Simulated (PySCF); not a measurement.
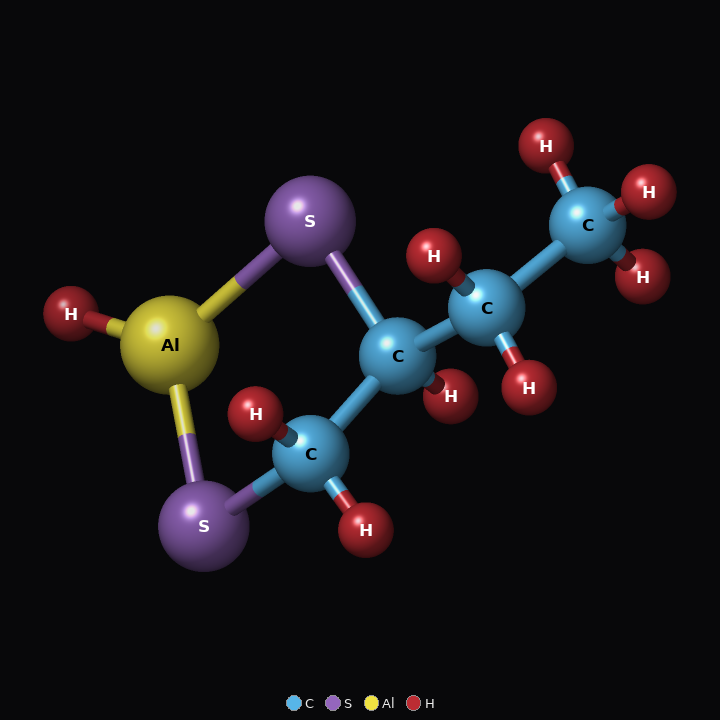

The computed structure is the end point of a GFN2-xTB optimisation. No frequency run is at hand to confirm it as a minimum. Method: ωB97X-D/def2-SVPD, gas phase (PySCF 2.14.0). Excitations: vertical, linear response.

### What is the mean static polarisability?

112.0 bohr³.

### Give the brightest of the 8 lowest singlets at this level.

6.37 eV.

### What is the lowest vertical singlet excitation?

5.19 eV.

### Estimate the HOMO energy (Kohn–Sham orbital).

−8.77 eV.

The geometry is semi-empirical. Around Al such bond lengths and angles can be off by a tenth of an ångström or more and by several degrees, and values that hang on the shape move with them.
